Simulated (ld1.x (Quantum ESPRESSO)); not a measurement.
# An ultrasoft potential for Ru, from input to tests

Aim: build the potential from the settings below, then test how well it stands in for the atom: other configurations, scattering, ghost states and the plane-wave cutoff that it needs.

Program: ld1.x (Quantum ESPRESSO) 7.5. Reference atom: PBE, scalar-relativistic, spherical and spin-unpolarised. All values are calculated.

## 1. The atom and the settings

The settings as typed:

```json
{"element": "ruthenium (Ru, Z = 44)", "type": "ultrasoft", "frozen core": "[Ar] 3d10 4s2", "valence charge": "14", "reference configuration": "4p6 4d7 5s1 5p0", "partial waves": "5s (bound): rcut 2.25, rcutus 2.60 bohr; 5s channel at 0.95 Ry: rcut 2.25, rcutus 2.60 bohr; 4p (bound): rcut 1.50, rcutus 1.75 bohr; 5p (bound, empty): rcut 1.50, rcutus 1.75 bohr; 4d (bound): rcut 1.50, rcutus 1.90 bohr; 4d channel at 4.25 Ry: rcut 1.50, rcutus 1.90 bohr; 4f channel at 0.3 Ry: rcut 2.45, rcutus 2.70 bohr", "local potential": "all-electron potential smoothed inside 2.15 bohr (lloc = -2)", "core correction": "a·sin(br)/r model core, default radius (core density twice the valence density)", "augmentation charge": "PSQ, inside the norm-conserving radii"}
```

The nodes and maxima of the atom's own shells, from an earlier all-electron run, set the scale for the radii.

All-electron outer shells of the reference configuration (PBE, scalar-relativistic, ld1.x):

| shell | level (eV) | outermost node (bohr) | outermost maximum (bohr) |
| --- | --- | --- | --- |
| 3d | -273.12 | – | 0.30 |
| 4s | -76.37 | 0.48 | 0.92 |
| 4p | -46.42 | 0.49 | 0.98 |
| 4d | -5.20 | 0.48 | 1.21 |
| 5s | -4.24 | 1.24 | 2.73 |
| 5p | -0.91 | 1.41 | 3.97 |

## 2. Generation

Input file Ru.in:

```
 &input
   title='Ru', zed=44., rel=1, dft='PBE', iswitch=3,
   config='[Kr] 4d7 4f-2 5s1 5p0',
   nld=4, rlderiv=2.95, eminld=-5.0, emaxld=5.0, deld=0.02
 /
 &inputp
   pseudotype=3, tm=.true., lloc=-2, rcloc=2.15,
   nlcc=.true.,
   which_augfun='PSQ', rmatch_augfun_nc=.true.,
   file_pseudopw='Ru.UPF', file_wfcaegen='ae.wfc', file_wfcncgen='nc.wfc', file_beta='beta', file_chi='chi', file_wfcusgen='us.wfc'
 /
7
5S  1  0   1.00   0.00  2.25  2.60  0.0
5S  1  0   0.00   0.95  2.25  2.60  0.0
4P  2  1   6.00   0.00  1.50  1.75  0.0
5P  3  1   0.00   0.00  1.50  1.75  0.0
4D  3  2   7.00   0.00  1.50  1.90  0.0
4D  3  2   0.00   4.25  1.50  1.90  0.0
4F  4  3  -2.00   0.30  2.45  2.70  0.0
 &test
   configts(1)='4p6 4d7 5s1 5p0'
 /
```

The run is started by

```console
ld1.x < Ru.in > Ru.out
```

The output, Ru.out (without the banner and most projector matrices):

```text
     Program LD1 v.7.5

     !!!!!!!!!!!!!!!!!!! WARNING !!!!!!!!!!!!!!!!!!!!!!!
     Message from routine ld1_readin:
     US requires at least two energies per channel 4F
     !!!!!!!!!!!!!!!!!!!!!!!!!!!!!!!!!!!!!!!!!!!!!!!!!!!
     --------------------------- All-electron run ----------------------------

     Ru
     scalar relativistic calculation

     atomic number is 44.00
     dft =PBE   lsd =0 sic =0 latt =0  beta=0.20 tr2=1.0E-14
     Exchange-correlation= PBE
                           (   1   4   3   4   0   0   0)
     mesh =1233 r(mesh) = 101.06970 a.u. xmin = -7.00 dx = 0.01250
     1 Ry =  13.60569312 eV, c = 137.03599908

     n l     nl                  e(Ry)          e(Ha)          e(eV)
     1 0     1S 1( 2.00)     -1612.3846      -806.1923    -21937.6096
     2 0     2S 1( 2.00)      -231.8268      -115.9134     -3154.1644
     2 1     2P 1( 6.00)      -207.6229      -103.8115     -2824.8535
     3 0     3S 1( 2.00)       -40.8245       -20.4122      -555.4456
     3 1     3P 1( 6.00)       -32.8704       -16.4352      -447.2241
     4 0     4S 1( 2.00)        -5.6131        -2.8066       -76.3706
     4 1     4P 1( 6.00)        -3.4115        -1.7057       -46.4157
     3 2     3D 1(10.00)       -20.0737       -10.0369      -273.1169
     4 2     4D 1( 7.00)        -0.3823        -0.1912        -5.2021
     5 0     5S 1( 1.00)        -0.3116        -0.1558        -4.2393
     5 1     5P 1( 0.00)        -0.0671        -0.0335        -0.9124

     final scf error:  6.1E-15 reached in  31 iterations

     Etot =   -9061.510603 Ry,   -4530.755302 Ha, -123288.132501 eV

     Ekin =    9370.519994 Ry,    4685.259997 Ha,  127492.419439 eV
     Encl =  -21859.366718 Ry,  -10929.683359 Ha, -297411.835423 eV
     Eh   =    3694.086781 Ry,    1847.043390 Ha,   50260.611109 eV
     Exc  =    -266.750660 Ry,    -133.375330 Ha,   -3629.327625 eV

     normalization and overlap integrals

     s(1S/1S) =  1.000000  <r> =   0.0334  <r2> =    0.0015  r(max) =   0.0216
     s(2S/2S) =  1.000000  <r> =   0.1457  <r2> =    0.0250  r(max) =   0.1229
     s(2P/2P) =  1.000000  <r> =   0.1270  <r2> =    0.0197  r(max) =   0.0981
     s(3S/3S) =  1.000000  <r> =   0.4027  <r2> =    0.1856  r(max) =   0.3600
     s(3P/3P) =  1.000000  <r> =   0.4030  <r2> =    0.1888  r(max) =   0.3555
     s(4S/4S) =  1.000000  <r> =   1.0189  <r2> =    1.1771  r(max) =   0.9193
     s(4P/4P) =  1.000000  <r> =   1.1285  <r2> =    1.4617  r(max) =   0.9785
     s(3D/3D) =  1.000000  <r> =   0.3841  <r2> =    0.1767  r(max) =   0.3022
     s(4D/4D) =  1.000000  <r> =   1.7020  <r2> =    3.6414  r(max) =   1.2102
     s(5S/5S) =  1.000000  <r> =   3.3894  <r2> =   13.3290  r(max) =   2.7273
     s(5P/5P) =  1.000000  <r> =   5.3169  <r2> =   33.9885  r(max) =   3.9682

     ------------------------ End of All-electron run ------------------------

     --------------------- Generating US pseudopotential ---------------------

      Generating local potential from pseudized AE potential:
      Matching radius rcloc =   2.1500
      Enforcing V''(0)=0 (lloc=-2)

      Local pseudo, rcloc= 2.151 Estimated cut-off energy=     7.08 Ry

      Computing core charge for nlcc:

       r > 0.70 : true rho core
       r < 0.70 : rho core = a sin(br)/r    a=  25.25  b=   3.75

      Integrated core pseudo-charge :   7.54
      Wfc-us  5S rcutus= 2.627  Estimated cut-off energy=     6.35 Ry
      Wfc-us  5S rcutus= 2.627  Estimated cut-off energy=     8.55 Ry
      Wfc-us  4P rcutus= 1.761  Estimated cut-off energy=    27.39 Ry
      Wfc-us  5P rcutus= 1.761  Estimated cut-off energy=    50.24 Ry
      Wfc-us  4D rcutus= 1.898  Estimated cut-off energy=    32.05 Ry
      Wfc-us  4D rcutus= 1.898  Estimated cut-off energy=    27.47 Ry
      Wfc-us  4F rcutus= 2.693  Estimated cut-off energy=    19.37 Ry

     Q pseudized with Bessel functions
     Expected ecutrho=     216.1898 due to l1=  2   l2=  3

     ------------------- End of pseudopotential generation -------------------

     [... the all-electron block is printed once more ...]


     Computing logarithmic derivative in   2.95820
     Computing logarithmic derivative in   2.95820
     Computing the partial wave expansion
     R is outside the sphere for l=    0 j= 0.00
     R is outside the sphere for l=    0 j= 0.00
     R is outside the sphere for l=    1 j= 0.00
     R is outside the sphere for l=    1 j= 0.00
     R is outside the sphere for l=    2 j= 0.00
     R is outside the sphere for l=    2 j= 0.00
     R is outside the sphere for l=    3 j= 0.00

     ---------------------- Testing the pseudopotential ----------------------

     Ru
     scalar relativistic calculation

     atomic number is 44.00   valence charge is 14.00
     dft =PBE   lsd =0 sic =0 latt =0  beta=0.20 tr2=1.0E-14
     mesh =1233 r(mesh) = 101.06970 xmin = -7.00 dx = 0.01250

     n l     nl             e AE (Ry)        e PS (Ry)    De AE-PS (Ry)
     2 1     4P   1( 6.00)       -3.41149       -3.41149       -0.00000
     3 2     4D   1( 7.00)       -0.38235       -0.38235        0.00000
     1 0     5S   1( 1.00)       -0.31159       -0.31159        0.00000
     3 1     5P   1( 0.00)       -0.06706       -0.06706       -0.00000

     eps = 5.4E-16  iter =  4

     Etot =   -9061.510603 Ry,   -4530.755302 Ha, -123288.132501 eV
     Etotps =  -153.772735 Ry,     -76.886367 Ha,   -2092.184642 eV

     Ekin =      46.780574 Ry,      23.390287 Ha,     636.482130 eV
     Encl =    -251.838765 Ry,    -125.919383 Ha,   -3426.440954 eV
     Ehrt =     117.926662 Ry,      58.963331 Ha,    1604.473971 eV
     Ecxc =     -35.747409 Ry,     -17.873705 Ha,    -486.368280 eV
     (Ecc =     -15.910939 Ry,      -7.955470 Ha,    -216.479360 eV)
     Epseu=     -30.893796 Ry,     -15.446898 Ha,    -420.331510 eV

     ---------------------- End of pseudopotential test ----------------------
```

Run time: 2.6 s. Hardware: 1 thread, shared host. (Generation and the later configuration tests together.)

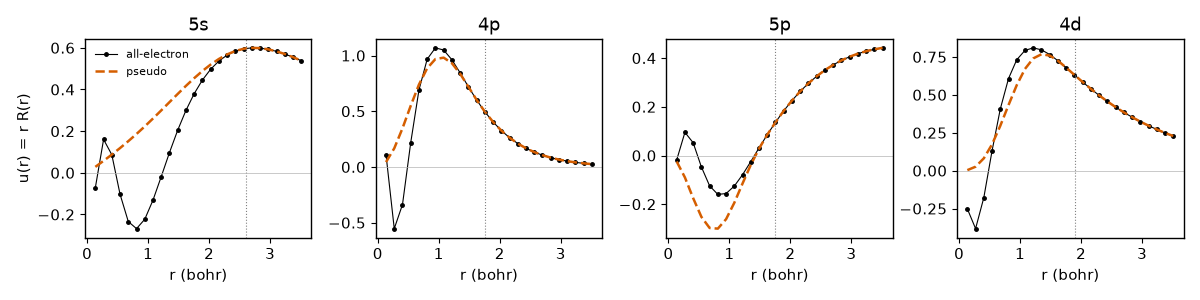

All-electron and pseudo partial waves (5s, 4p, 5p, 4d), with the matching radii dotted. The curves join 26 sampled radii, too few to resolve the innermost nodes.

## 3. Transferability test

Input file Ru.test.in:

```
 &input
   title='Ru', zed=44., rel=1, dft='PBE', iswitch=2,
   config='[Kr] 4d7 4f-2 5s1 5p0'
 /
 &test
   file_pseudo='Ru.UPF', nconf=8,
   configts(1)='4p6 4d7 5s1 5p0',
   configts(2)='4p6 4d7 5s0 5p0',
   configts(3)='4p6 4d6 5s0 5p0',
   configts(4)='4p6 4d5 5s0 5p0',
   configts(5)='4p6 4d4 5s0 5p0',
   configts(6)='4p6 4d7.5 5s0.5 5p0',
   configts(7)='4p6 4d6 5s2 5p0',
   configts(8)='4p6 4d8 5s0 5p0'
 /
```

The run is started by

```console
ld1.x < Ru.test.in > Ru.test.out
```

Ru.test.out, the pseudopotential blocks:

```text
     ---------------------- Testing the pseudopotential ----------------------

     Ru
     scalar relativistic calculation

     atomic number is 44.00   valence charge is 14.00
     dft =PBE   lsd =0 sic =0 latt =0  beta=0.20 tr2=1.0E-14
     mesh =1233 r(mesh) = 101.06970 xmin = -7.00 dx = 0.01250

     n l     nl             e AE (Ry)        e PS (Ry)    De AE-PS (Ry)
     2 1     4P   1( 6.00)       -3.41149       -3.41149       -0.00000
     3 2     4D   1( 7.00)       -0.38235       -0.38235        0.00000
     1 0     5S   1( 1.00)       -0.31159       -0.31159        0.00000
     3 1     5P   1( 0.00)       -0.06706       -0.06706       -0.00000

     eps = 5.5E-16  iter =  4

     Etot =   -9061.510603 Ry,   -4530.755302 Ha, -123288.132501 eV
     Etotps =  -153.772735 Ry,     -76.886367 Ha,   -2092.184642 eV

     Ekin =      46.780574 Ry,      23.390287 Ha,     636.482130 eV
     Encl =    -251.838765 Ry,    -125.919383 Ha,   -3426.440954 eV
     Ehrt =     117.926662 Ry,      58.963331 Ha,    1604.473971 eV
     Ecxc =     -35.747409 Ry,     -17.873705 Ha,    -486.368280 eV
     (Ecc =     -15.910939 Ry,      -7.955470 Ha,    -216.479360 eV)
     Epseu=     -30.893796 Ry,     -15.446898 Ha,    -420.331510 eV

     ---------------------- End of pseudopotential test ----------------------

     ---------------------- Testing the pseudopotential ----------------------

     Ru
     [...]
     n l     nl             e AE (Ry)        e PS (Ry)    De AE-PS (Ry)
     2 1     4P   1( 6.00)       -3.95809       -3.96006        0.00197
     3 2     4D   1( 7.00)       -0.92189       -0.92176       -0.00013
     1 0     5S   1( 0.00)       -0.77142       -0.77175        0.00033
     3 1     5P   1( 0.00)       -0.44984       -0.44958       -0.00026

     eps = 8.9E-15  iter =  8

     Etot =   -9060.974636 Ry,   -4530.487318 Ha, -123280.840289 eV
     Etotps =  -153.236537 Ry,     -76.618268 Ha,   -2084.889296 eV
     dEtot_ae =       0.535968 Ry
     dEtot_ps =       0.536198 Ry,   Delta E=      -0.000230 Ry

     [...]
     ---------------------- End of pseudopotential test ----------------------

     ---------------------- Testing the pseudopotential ----------------------

     Ru
     [...]
     n l     nl             e AE (Ry)        e PS (Ry)    De AE-PS (Ry)
     2 1     4P   1( 6.00)       -4.88131       -4.88116       -0.00015
     3 2     4D   1( 6.00)       -1.77401       -1.77524        0.00123
     1 0     5S   1( 0.00)       -1.40128       -1.40167        0.00040
     3 1     5P   1( 0.00)       -0.98924       -0.98969        0.00045

     eps = 2.6E-15  iter =  9

     Etot =   -9059.637961 Ry,   -4529.818980 Ha, -123262.653900 eV
     Etotps =  -151.899357 Ry,     -75.949679 Ha,   -2066.696043 eV
     dEtot_ae =       1.872643 Ry
     dEtot_ps =       1.873378 Ry,   Delta E=      -0.000735 Ry

     [...]
     ---------------------- End of pseudopotential test ----------------------

     ---------------------- Testing the pseudopotential ----------------------

     Ru
     [...]
     n l     nl             e AE (Ry)        e PS (Ry)    De AE-PS (Ry)
     2 1     4P   1( 6.00)       -5.93311       -5.93122       -0.00189
     3 2     4D   1( 5.00)       -2.74533       -2.74850        0.00317
     1 0     5S   1( 0.00)       -2.11289       -2.11320        0.00031
     3 1     5P   1( 0.00)       -1.61922       -1.62221        0.00299

     eps = 1.4E-15  iter =  9

     Etot =   -9057.387242 Ry,   -4528.693621 Ha, -123232.031306 eV
     Etotps =  -149.646262 Ry,     -74.823131 Ha,   -2036.041118 eV
     dEtot_ae =       4.123362 Ry
     dEtot_ps =       4.126473 Ry,   Delta E=      -0.003111 Ry

     [...]
     ---------------------- End of pseudopotential test ----------------------

     ---------------------- Testing the pseudopotential ----------------------

     Ru
     [...]
     n l     nl             e AE (Ry)        e PS (Ry)    De AE-PS (Ry)
     2 1     4P   1( 6.00)       -7.08572       -7.08234       -0.00338
     3 2     4D   1( 4.00)       -3.81315       -3.81705        0.00390
     1 0     5S   1( 0.00)       -2.89250       -2.89135       -0.00115
     3 1     5P   1( 0.00)       -2.32348       -2.33063        0.00715  !

     eps = 5.8E-15  iter = 10

     Etot =   -9054.115645 Ry,   -4527.057823 Ha, -123187.518967 eV
     Etotps =  -146.370638 Ry,     -73.185319 Ha,   -1991.473977 eV
     dEtot_ae =       7.394958 Ry
     dEtot_ps =       7.402097 Ry,   Delta E=      -0.007139 Ry

     [...]
     ---------------------- End of pseudopotential test ----------------------

     ---------------------- Testing the pseudopotential ----------------------

     Ru
     [...]
     n l     nl             e AE (Ry)        e PS (Ry)    De AE-PS (Ry)
     2 1     4P   1( 6.00)       -3.30795       -3.31000        0.00205
     3 2     4D   1( 7.50)       -0.30249       -0.30221       -0.00028
     1 0     5S   1( 0.50)       -0.27921       -0.27940        0.00019
     3 1     5P   1( 0.00)       -0.05202       -0.05194       -0.00008

     eps = 8.9E-15  iter = 10

     Etot =   -9061.533934 Ry,   -4530.766967 Ha, -123288.449923 eV
     Etotps =  -153.795877 Ry,     -76.897939 Ha,   -2092.499507 eV
     dEtot_ae =      -0.023330 Ry
     dEtot_ps =      -0.023142 Ry,   Delta E=      -0.000188 Ry

     [...]
     ---------------------- End of pseudopotential test ----------------------

     ---------------------- Testing the pseudopotential ----------------------

     Ru
     [...]
     n l     nl             e AE (Ry)        e PS (Ry)    De AE-PS (Ry)
     2 1     4P   1( 6.00)       -3.64532       -3.64162       -0.00369
     3 2     4D   1( 6.00)       -0.56373       -0.56510        0.00136
     1 0     5S   1( 2.00)       -0.38127       -0.38106       -0.00021
     3 1     5P   1( 0.00)       -0.09996       -0.10055        0.00059

     eps = 6.9E-15  iter = 13

     Etot =   -9061.385604 Ry,   -4530.692802 Ha, -123286.431803 eV
     Etotps =  -153.647131 Ry,     -76.823566 Ha,   -2090.475720 eV
     dEtot_ae =       0.124999 Ry
     dEtot_ps =       0.125603 Ry,   Delta E=      -0.000604 Ry

     [...]
     ---------------------- End of pseudopotential test ----------------------

     ---------------------- Testing the pseudopotential ----------------------

     Ru
     [...]
     n l     nl             e AE (Ry)        e PS (Ry)    De AE-PS (Ry)
     2 1     4P   1( 6.00)       -3.21552       -3.21965        0.00413
     3 2     4D   1( 8.00)       -0.23162       -0.23129       -0.00033
     1 0     5S   1( 0.00)       -0.24960       -0.25003        0.00044
     3 1     5P   1( 0.00)       -0.03818       -0.03814       -0.00004

     eps = 7.2E-15  iter = 10

     Etot =   -9061.535057 Ry,   -4530.767529 Ha, -123288.465213 eV
     Etotps =  -153.796624 Ry,     -76.898312 Ha,   -2092.509667 eV
     dEtot_ae =      -0.024454 Ry
     dEtot_ps =      -0.023889 Ry,   Delta E=      -0.000565 Ry

     [...]
     ---------------------- End of pseudopotential test ----------------------
```

The tests as a table, with energies relative to 4p6 4d7 5s1 5p0.

| valence configuration | charge | ΔE all-electron (eV) | error AE − PS (meV) |
| --- | --- | --- | --- |
| 4p6 4d7 5s0 5p0 | +1 | 7.292 | -3.1 |
| 4p6 4d6 5s0 5p0 | +2 | 25.479 | -10 |
| 4p6 4d5 5s0 5p0 | +3 | 56.101 | -42 |
| 4p6 4d4 5s0 5p0 | +4 | 100.614 | -97 |
| 4p6 4d7.5 5s0.5 5p0 | 0 | -0.317 | -2.6 |
| 4p6 4d6 5s2 5p0 | 0 | 1.701 | -8.2 |
| 4p6 4d8 5s0 5p0 | 0 | -0.333 | -7.7 |

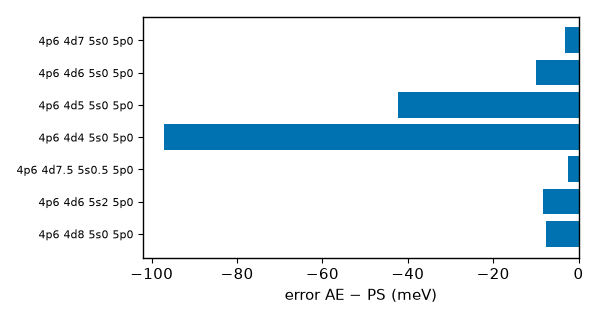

Error of the potential in each test configuration.

## 4. Scattering by logarithmic derivatives

Taken from the files of the generation run. The phase is arctan(r·u′/u) with u = r·R, unwrapped, with energies in Ry. A pole is an energy at which the radial function vanishes at the test radius. The pseudo phase is shifted by a multiple of π to meet the all-electron one at the reference energy. Levels narrower than the energy grid can be missing from the poles. The last column is the largest difference on the grid between −1 and +1 Ry.

```tsv
channel	radius (bohr)	reference (Ry)	poles AE	poles PS	window around the reference with phases within 0.05 rad (Ry)	largest difference near zero (rad)
s	2.96	-0.31	1.27	1.27, 3.87	below 3.2	0.000
p	2.96	-0.07	-3.39, 2.29	-3.39, 2.29	the whole range	0.000
d	2.96	-0.38	-0.17, 4.23	-0.17, 4.23	the whole range	0.002
f	2.96	0.30	2.82	3.05	below 1.5	0.002
```

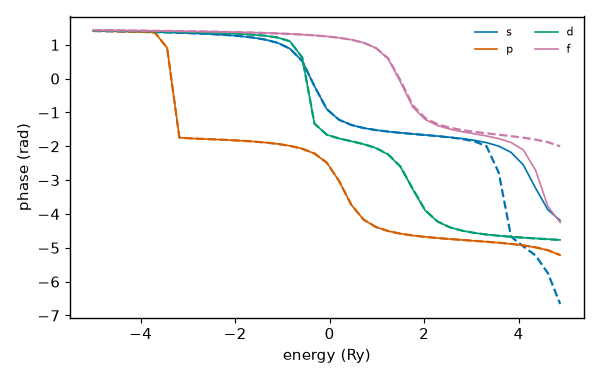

Phases by channel: all-electron solid, pseudo dashed.

## 5. Plane-wave convergence, by spherical Bessel functions

This step uses the generator's waves and projectors in a separate script. Basis: spherical Bessel functions vanishing at 20 bohr, q² up to the cutoff; potential fixed at the reference.

All-electron valence levels (Ry): 5s -0.3116, 4p -3.4115, 5p -0.0671, 4d -0.3824. The lowest levels of each channel (Ry) by cutoff; the last column sums, over occupied levels, occupation times the distance from the level at 400 Ry. A positive value at high cutoff is not a bound level.

```
cutoff (Ry)     s #1     p #1     p #2     d #1    f #1  Σ f·Δε (mRy)
          8  -0.3115  -2.8850  -0.0357   0.0502  0.1082        6187.1
         12  -0.3116  -3.2565  -0.0465  -0.0057  0.1082        3566.9
         18  -0.3116  -3.3885  -0.0534  -0.3200  0.1082         574.7
         25  -0.3116  -3.4098  -0.0589  -0.3769  0.1082          48.7
         30  -0.3116  -3.4108  -0.0628  -0.3817  0.1082           9.2
         40  -0.3116  -3.4111  -0.0666  -0.3820  0.1082           4.7
         50  -0.3116  -3.4114  -0.0669  -0.3823  0.1082           0.8
         60  -0.3116  -3.4114  -0.0669  -0.3823  0.1082           0.7
        400  -0.3116  -3.4115  -0.0670  -0.3824  0.1082           0.0
```

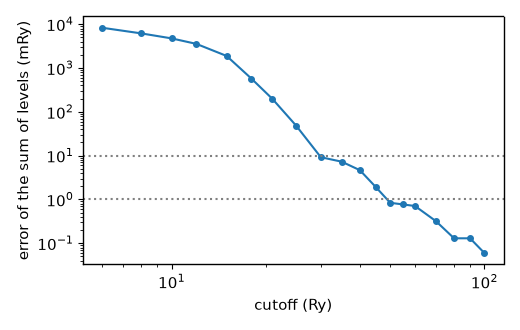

Occupation-weighted error of the valence levels against the cutoff; the dotted lines mark 10 and 1 mRy.

The sum stays within 10 mRy from 30 Ry and within 1 mRy from 50 Ry. The sum leaves out empty levels, which can need more. Ghost test: no level below the all-electron spectrum of its channel (s, p, d, f tested).

## 6. Summary of results

```
                                                quantity                         value
               cutoffs for 10 and 1 mRy, occupied levels               30 Ry and 50 Ry
                                            bound ghosts                    none found
                            largest test error (AE − PS)  -97 meV, for 4p6 4d4 5s0 5p0
largest phase difference near zero energy, channels read                     0.002 rad
         lowest eigenvalue of the overlap (Bessel basis)                     0.105 (p)
               density cutoff estimated by the generator                        216 Ry
```

**Reading.** By total energies transferability is fair: the largest error is 97 meV on 100.6 eV, for 4p6 4d4 5s0 5p0. That test lies far up in energy; among those under 40 eV, nearer to bonding, the largest error is 10 meV. It counts as soft on the atom at that tolerance, with 30 Ry needed at the looser tolerance. No bound ghost shows below the valence levels. Near zero energy the phases of the channels with partial waves agree within 0.002 rad. All of this concerns the isolated atom, not yet a solid.
